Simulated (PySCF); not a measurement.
# BaBr (doublet): what the fields show

```xyz
2

Ba    0.0000    0.0000   -1.0359
Br    0.0000    0.0000    1.8101
```

These are results of PySCF 2.14.0, PBE0/x2c-TZVPall, spin-free X2C-1e, Gaussian nucleus, at a bond length of 2.846 Å, not measurements.

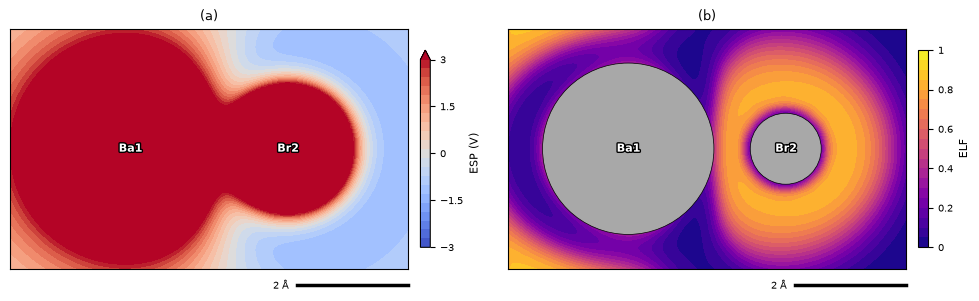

Figure 1. (a) molecular electrostatic potential; (b) ELF on a plane that holds the molecular axis. Grey discs cover the atomic cores in the ELF map.

> What does the map show?

- The section cuts through Ba and Br sites.
- Ba–Br (2.85 Å): the ELF peaks at about 0.80 in the valence shell of Br, 1.0 Å from its nucleus, and is about 0.25 at the midpoint (an ionic contact with no shared pair).
- Outside the dense part of the molecule the potential is most negative (−1.3 V) near Br2.

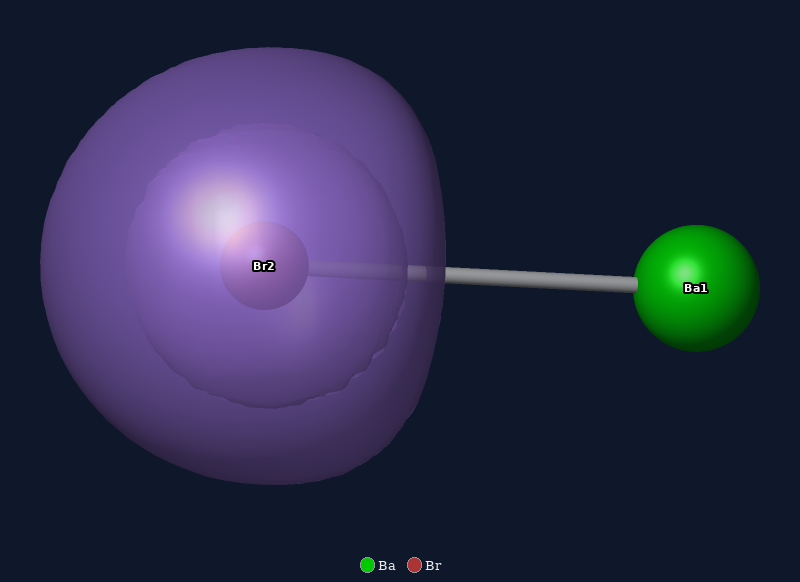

Figure 2. Isosurface of the electron localisation function at 0.75 (purple), seen from one side. Core shells and regions of very low density are left out.

> Identify the bonds, lone pairs and shells in this picture.

At this value the surface marks out one region wrapped around Br (its valence shell).

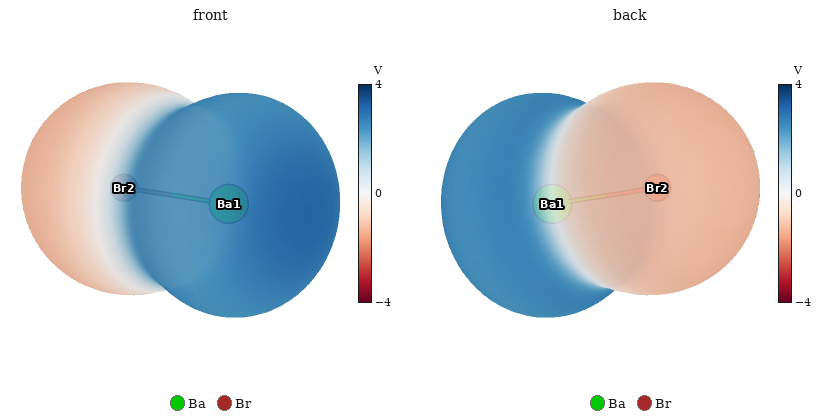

Figure 3. The molecular electrostatic potential painted on the density surface at 0.002 e/bohr³, seen from the front and from behind; red is negative and blue positive.

> Where is the surface potential most negative and most positive?

The most negative region (about −1.2 V, or −28 kcal/mol for a unit charge) lies over Br2, the most positive (about +3.2 V, or +74 kcal/mol for a unit charge) over Ba1.
